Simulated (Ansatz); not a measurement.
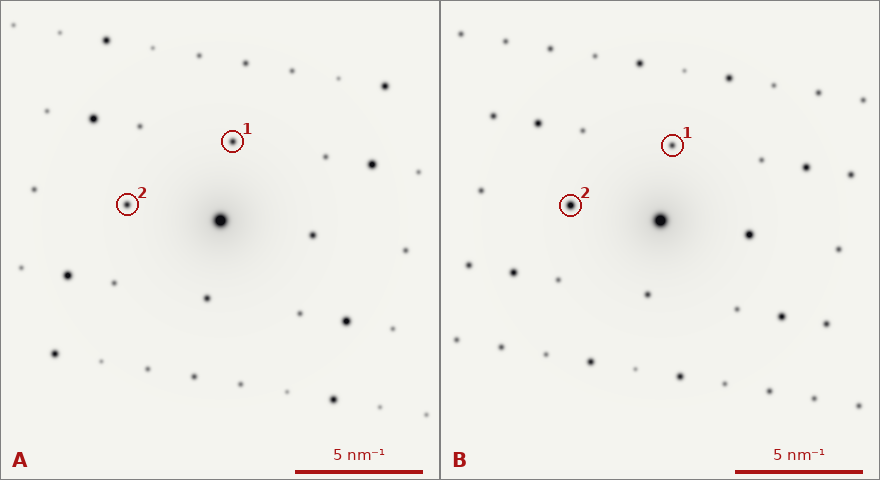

Kinematic electron diffraction patterns (120 kV, B = 0.5 Å², same scale) along [101] of the run's own cell, for the start and the end of one relaxation of Bi3P2 with Ansatz, DFT PBE, scalar-relativistic, plane waves, PAW. k mesh 6×6×6. The start is a generated model structure, and the relaxation ends in the nearest stationary point of its symmetry, not necessarily the ground state. Spot 1 is -1 0 1 and spot 2 is 0 -2 0 in both.

Start structure:

```
Bi P
1.0
     3.34689    1.93233    6.97531
    -3.34689    1.93233    6.97531
     0.00000   -3.86466    6.97531
Bi P
6 4
Cartesian
  -0.8070 1.9323 12.2068
  -1.2700 -1.6650 12.2068
  2.0769 -0.2673 12.2068
  0.8070 -1.9323 8.7191
  1.2700 1.6650 8.7191
  -2.0769 0.2673 8.7191
  0.0000 0.0000 6.5504
  0.0000 0.0000 3.9126
  0.0000 0.0000 14.3755
  0.0000 0.0000 17.0134
```

Q: Which pattern belongs to the start structure, and which to the relaxed one?

A: B is the start: its cell gives d(1) = 3.347 Å, d(2) = 2.793 Å and an angle of 90.0°. A is the relaxed structure, with d(1) = 3.187 Å (-4.8 %), d(2) = 2.688 Å (-3.8 %) and 90.0°.

Q: Name reflections whose intensity changes strongly on relaxation.

A: 2 -1 -2 goes from 35 to 4.6 % of the strongest spot; 2 0 -2 goes from 1 to 11 % of the strongest spot; 0 2 0 goes from 100 to 31 % of the strongest spot.

Q: What did the relaxation do to the structure and the energy?

A: The volume changed by +3.0 % to 27.88 Å³ an atom; with the mean shift removed, the atoms moved by up to 0.23 Å relative to the cell (P most); the space group stayed R-3c (No. 167); the free energy fell by 48 meV an atom. Relaxed cell: a = 8.737 Å, b = 8.737 Å, c = 8.737 Å, α = 42.79°, β = 42.79°, γ = 42.79°.
